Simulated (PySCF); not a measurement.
**BH3F− (SMILES [H][B-]([H])([H])F) at HF/6-311++G(2d,2p) (Cartesian functions)**

What is the electrostatic solvation energy at fixed shape (SS(V)PE, dichloromethane) of BH3F− at HF/6-311++G(2d,2p) (Cartesian functions)? 

The results are computed with PySCF 2.14.0.

6 further runs of the same task are left out: 1 that didn't finish, 5 set aside as unsound or not needed.

## 1. The system as given

BH3F− has 5 atoms, charge -1, and is taken as a singlet. SMILES: `[H][B-]([H])([H])F`. The coordinates come from a GFN2-xTB relaxation.

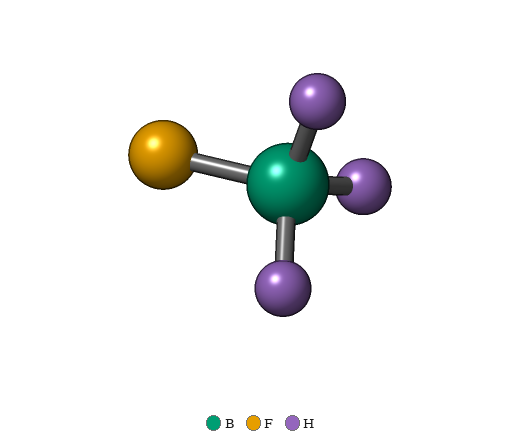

The structure, seen from a chosen angle (boron teal, fluorine amber, hydrogen purple).

## 2. A single-point energy at HF/6-311++G(2d,2p) (Cartesian functions)

File start.xyz:

```xyz
5

B     -0.000350     0.000360    -0.057130
F      0.012500    -0.020940     1.389230
H      1.160070     0.011720    -0.454270
H     -0.590550     1.012650    -0.424140
H     -0.581670    -1.003790    -0.453700
```

File job.py:

```python
import pyscf.grad
from pyscf import gto
from pyscf.pbc.tools.pyscf_ase import PySCF, ase_atoms_to_pyscf
from ase.io import read

atoms = read('start.xyz')

molecule = gto.M(
    atom=ase_atoms_to_pyscf(atoms),
    max_memory=1860,
    basis='6-311++g(2d,2p)',
    verbose=4,
    cart=True,
    charge=-1,
)

calc0 = molecule.RHF()
atoms.calc = PySCF(method=calc0)

e_ev = atoms.get_potential_energy()
print('energy %.6f eV' % e_ev)
```

Started as:

```
$ OMP_NUM_THREADS=1 python job.py
```

What it wrote:

```text
PySCF version 2.14.0

[INPUT] num. atoms = 5
[INPUT] num. electrons = 18
[INPUT] charge = -1
[INPUT] spin (= nelec alpha-beta = 2S) = 0
[INPUT] symmetry False subgroup None
[INPUT] Mole.unit = angstrom
[INPUT] Cartesian GTO integrals (6d 10f)
[INPUT] Symbol           X                Y                Z      unit          X                Y                Z       unit  Magmom
[INPUT]  1 B     -0.000350000000   0.000360000000  -0.057130000000 AA   -0.000661404144   0.000680301405  -0.107960053496 Bohr   0.0
[INPUT]  2 F      0.012500000000  -0.020940000000   1.389230000000 AA    0.023621576557  -0.039570865048   2.625264224030 Bohr   0.0
[INPUT]  3 H      1.160070000000   0.011720000000  -0.454270000000 AA    2.192214585324   0.022147590180  -0.858445886606 Bohr   0.0
[INPUT]  4 H     -0.590550000000   1.012650000000  -0.424140000000 AA   -1.115977762862   1.913631160041  -0.801508438473 Bohr   0.0
[INPUT]  5 H     -0.581670000000  -1.003790000000  -0.453700000000 AA   -1.099196994876  -1.896888186577  -0.857368742715 Bohr   0.0

nuclear repulsion = 30.2969866489304
number of shells = 40
number of NR pGTOs = 120
number of NR cGTOs = 88
basis = 6-311++g(2d,2p)
ecp = {}
Create scanner for <class 'pyscf.scf.hf.RHF'>
New geometry
   1 B     -0.000350000000   0.000360000000  -0.057130000000 AA   -0.000661404144   0.000680301405  -0.107960053496 Bohr
   2 F      0.012500000000  -0.020940000000   1.389230000000 AA    0.023621576557  -0.039570865048   2.625264224030 Bohr
   3 H      1.160070000000   0.011720000000  -0.454270000000 AA    2.192214585324   0.022147590180  -0.858445886606 Bohr
   4 H     -0.590550000000   1.012650000000  -0.424140000000 AA   -1.115977762862   1.913631160041  -0.801508438473 Bohr
   5 H     -0.581670000000  -1.003790000000  -0.453700000000 AA   -1.099196994876  -1.896888186577  -0.857368742715 Bohr

******** <class 'pyscf.scf.hf.RHF_Scanner'> ********
method = RHF_Scanner
initial guess = minao
damping factor = 0
level_shift factor = 0
DIIS = <class 'pyscf.scf.diis.CDIIS'>
diis_start_cycle = 1
diis_space = 8
diis_damp = 0
SCF conv_tol = 1e-09
SCF conv_tol_grad = None
SCF max_cycles = 50
direct_scf = True
direct_scf_tol = 1e-13
Set gradient conv threshold to 3.16228e-05
Initial guess from minao.
init E= -125.668739319731
  HOMO = -0.334821226820459  LUMO = 0.0555299082645402  gap/eV = 10.62200
cycle= 1 E= -125.892860555222  delta_E= -0.224  |g|= 0.485  |ddm|= 1.24
  HOMO = -0.146916294467309  LUMO = 0.206774280820391  gap/eV = 9.62441
cycle= 2 E= -125.927797775561  delta_E= -0.0349  |g|= 0.335  |ddm|= 0.492
  HOMO = -0.179872896745644  LUMO = 0.209710785526896  gap/eV = 10.60111
cycle= 3 E= -125.942471518918  delta_E= -0.0147  |g|= 0.03  |ddm|= 0.149
  HOMO = -0.189569679932981  LUMO = 0.210876034172656  gap/eV = 10.89668
cycle= 4 E= -125.942879396714  delta_E= -0.000408  |g|= 0.00544  |ddm|= 0.07
  HOMO = -0.187988892766025  LUMO = 0.210984072986142  gap/eV = 10.85661
cycle= 5 E= -125.942892358954  delta_E= -1.3e-05  |g|= 0.00165  |ddm|= 0.016
  HOMO = -0.188383616090847  LUMO = 0.210990496560439  gap/eV = 10.86752
cycle= 6 E= -125.942893529002  delta_E= -1.17e-06  |g|= 0.000472  |ddm|= 0.00454
  HOMO = -0.188336574478984  LUMO = 0.211008880393259  gap/eV = 10.86674
cycle= 7 E= -125.942893665338  delta_E= -1.36e-07  |g|= 0.000106  |ddm|= 0.00122
  HOMO = -0.188342934379373  LUMO = 0.211012196030311  gap/eV = 10.86701
cycle= 8 E= -125.942893671401  delta_E= -6.06e-09  |g|= 1.23e-05  |ddm|= 0.000263
  HOMO = -0.188343487119183  LUMO = 0.2110117036164  gap/eV = 10.86701
cycle= 9 E= -125.942893671487  delta_E= -8.53e-11  |g|= 1.54e-06  |ddm|= 8.67e-05
  HOMO = -0.188343190235467  LUMO = 0.211011688352344  gap/eV = 10.86700
Extra cycle  E= -125.942893671487  delta_E= -8.53e-13  |g|= 5.28e-07  |ddm|= 7.43e-06
converged SCF energy = -125.942893671487
energy -3427.080696 eV
```

It took 0.9 s on 1 thread of Intel Xeon 6975P-C (Granite Rapids), shared host; peak memory 0.18 GiB.

## 3. The energy at HF/6-311++G(2d,2p) (Cartesian functions, SS(V)PE dichloromethane)

start.xyz is that of step 2.

File job.py:

```python
import pyscf.grad
from pyscf import gto, scf, solvent
from pyscf.pbc.tools.pyscf_ase import PySCF, ase_atoms_to_pyscf
from ase.io import read

atoms = read('start.xyz')

mol = gto.Mole()
mol.atom = ase_atoms_to_pyscf(atoms)
mol.max_memory = 1860
mol.cart = True
mol.verbose = 4
mol.charge = -1
mol.basis = '6-311++g(2d,2p)'
mol.build()

myscf = scf.RHF(mol)
myscf = myscf.PCM()
myscf.with_solvent.method = 'SS(V)PE'
myscf.with_solvent.eps = 8.93
atoms.calc = PySCF(method=myscf)

e_ev = atoms.get_potential_energy()
print('energy %.6f eV' % e_ev)
```

Started as:

```
$ OMP_NUM_THREADS=1 python job.py
```

What it wrote:

```text
PySCF version 2.14.0

[INPUT] num. atoms = 5
[INPUT] num. electrons = 18
[INPUT] charge = -1
[INPUT] spin (= nelec alpha-beta = 2S) = 0
[INPUT] symmetry False subgroup None
[INPUT] Mole.unit = angstrom
[INPUT] Cartesian GTO integrals (6d 10f)
[INPUT] Symbol           X                Y                Z      unit          X                Y                Z       unit  Magmom
[INPUT]  1 B     -0.000350000000   0.000360000000  -0.057130000000 AA   -0.000661404144   0.000680301405  -0.107960053496 Bohr   0.0
[INPUT]  2 F      0.012500000000  -0.020940000000   1.389230000000 AA    0.023621576557  -0.039570865048   2.625264224030 Bohr   0.0
[INPUT]  3 H      1.160070000000   0.011720000000  -0.454270000000 AA    2.192214585324   0.022147590180  -0.858445886606 Bohr   0.0
[INPUT]  4 H     -0.590550000000   1.012650000000  -0.424140000000 AA   -1.115977762862   1.913631160041  -0.801508438473 Bohr   0.0
[INPUT]  5 H     -0.581670000000  -1.003790000000  -0.453700000000 AA   -1.099196994876  -1.896888186577  -0.857368742715 Bohr   0.0

nuclear repulsion = 30.2969866489304
number of shells = 40
number of NR pGTOs = 120
number of NR cGTOs = 88
basis = 6-311++g(2d,2p)
ecp = {}
Create scanner for <class 'pyscf.solvent._attach_solvent.PCMRHF'>
New geometry
   1 B     -0.000350000000   0.000360000000  -0.057130000000 AA   -0.000661404144   0.000680301405  -0.107960053496 Bohr
   2 F      0.012500000000  -0.020940000000   1.389230000000 AA    0.023621576557  -0.039570865048   2.625264224030 Bohr
   3 H      1.160070000000   0.011720000000  -0.454270000000 AA    2.192214585324   0.022147590180  -0.858445886606 Bohr
   4 H     -0.590550000000   1.012650000000  -0.424140000000 AA   -1.115977762862   1.913631160041  -0.801508438473 Bohr
   5 H     -0.581670000000  -1.003790000000  -0.453700000000 AA   -1.099196994876  -1.896888186577  -0.857368742715 Bohr

******** <class 'pyscf.scf.hf.PCMRHF_Scanner'> ********
method = PCMRHF_Scanner
initial guess = minao
damping factor = 0
level_shift factor = 0
DIIS = <class 'pyscf.scf.diis.CDIIS'>
diis_start_cycle = 1
diis_space = 8
diis_damp = 0
SCF conv_tol = 1e-09
SCF conv_tol_grad = None
SCF max_cycles = 50
direct_scf = True
direct_scf_tol = 1e-13
******** <class 'pyscf.solvent.pcm.PCM'> (In testing) ********

WARN: PCM is an experimental feature. It is still in testing.
Features and APIs may be changed in the future.

lebedev_order = 29 (302 grids per sphere)
eps = 8.93
frozen = False
Set gradient conv threshold to 3.16228e-05
Initial guess from minao.
PCM E_diel = -0.000121905108315608
Solvent Energy = -0.000121905108315608
init E= -125.668861224839
  HOMO = -0.329925238277796  LUMO = 0.0584431424311176  gap/eV = 10.56804
PCM E_diel = -0.0908142444267181
Solvent Energy = -0.0908142444267181
cycle= 1 E= -125.983401612821  delta_E= -0.315  |g|= 0.48  |ddm|= 1.24
  HOMO = -0.328072777432193  LUMO = 0.0917829878987313  gap/eV = 11.42486
PCM E_diel = -0.0882190640756614
Solvent Energy = -0.0882190640756614
cycle= 2 E= -126.016508103788  delta_E= -0.0331  |g|= 0.328  |ddm|= 0.415
  HOMO = -0.356405815093067  LUMO = 0.0915477352408311  gap/eV = 12.18944
PCM E_diel = -0.0885098472753364
Solvent Energy = -0.0885098472753364
cycle= 3 E= -126.030345595316  delta_E= -0.0138  |g|= 0.0294  |ddm|= 0.133
  HOMO = -0.364693746120403  LUMO = 0.0915684699614893  gap/eV = 12.41553
PCM E_diel = -0.0883745499459822
Solvent Energy = -0.0883745499459822
cycle= 4 E= -126.030742902981  delta_E= -0.000397  |g|= 0.00513  |ddm|= 0.0595
  HOMO = -0.363222634249302  LUMO = 0.0916829347705699  gap/eV = 12.37861
PCM E_diel = -0.0883359971616624
Solvent Energy = -0.0883359971616624
cycle= 5 E= -126.030755306765  delta_E= -1.24e-05  |g|= 0.00156  |ddm|= 0.0133
  HOMO = -0.363557656303012  LUMO = 0.0916799523611899  gap/eV = 12.38765
PCM E_diel = -0.0883304361656055
Solvent Energy = -0.0883304361656055
cycle= 6 E= -126.030756426709  delta_E= -1.12e-06  |g|= 0.000466  |ddm|= 0.00399
  HOMO = -0.363509814627356  LUMO = 0.0916855203176482  gap/eV = 12.38650
PCM E_diel = -0.0883265901903487
Solvent Energy = -0.0883265901903487
cycle= 7 E= -126.03075656564  delta_E= -1.39e-07  |g|= 0.000102  |ddm|= 0.00116
  HOMO = -0.363517905644163  LUMO = 0.0916849595626311  gap/eV = 12.38670
PCM E_diel = -0.0883259467928461
Solvent Energy = -0.0883259467928461
cycle= 8 E= -126.030756571279  delta_E= -5.64e-09  |g|= 1.3e-05  |ddm|= 0.000195
  HOMO = -0.363518369594786  LUMO = 0.0916847384236421  gap/eV = 12.38671
PCM E_diel = -0.0883258801830121
Solvent Energy = -0.0883258801830121
cycle= 9 E= -126.030756571377  delta_E= -9.85e-11  |g|= 1.61e-06  |ddm|= 5.38e-05
  HOMO = -0.363518187205907  LUMO = 0.0916847338565987  gap/eV = 12.38670
PCM E_diel = -0.0883258759707423
Solvent Energy = -0.0883258759707423
Extra cycle  E= -126.03075657138  delta_E= -2.47e-12  |g|= 5.48e-07  |ddm|= 5.08e-06
converged SCF energy = -126.03075657138
energy -3429.471567 eV
```

Run time: 4.5 s. Hardware: 1 thread of Intel Xeon 6975P-C (Granite Rapids), shared host; peak memory 0.26 GiB.

## 4. Outcome

At HF/6-311++G(2d,2p) (Cartesian functions):

```
                                                                       quantity          value
                                                        gas phase: total energy  -125.94289 Eh
                                                         gas phase: HOMO energy       -5.13 eV
                                                         gas phase: LUMO energy        5.74 eV
               gas phase: HOMO–LUMO gap (to an unbound level, set by the basis)       10.87 eV
                                         SS(V)PE, dichloromethane: total energy  -126.03076 Eh
                                          SS(V)PE, dichloromethane: HOMO energy       -9.89 eV
                                          SS(V)PE, dichloromethane: LUMO energy        2.49 eV
SS(V)PE, dichloromethane: HOMO–LUMO gap (to an unbound level, set by the basis)       12.39 eV
                           SS(V)PE, dichloromethane: solvent term in the energy  -231.9 kJ/mol
                               energy change from gas to solvent at fixed shape      -2.391 eV
```

In words: The solvent model (SS(V)PE, dichloromethane) lowers the energy by 2.39 eV (−55 kcal/mol) at the same shape. It holds the electrostatic part alone, without cavity or dispersion terms. Mulliken charges (gas phase) run from -0.52 on F2 to +0.36 on B1; in a basis this large or diffuse they mean little.
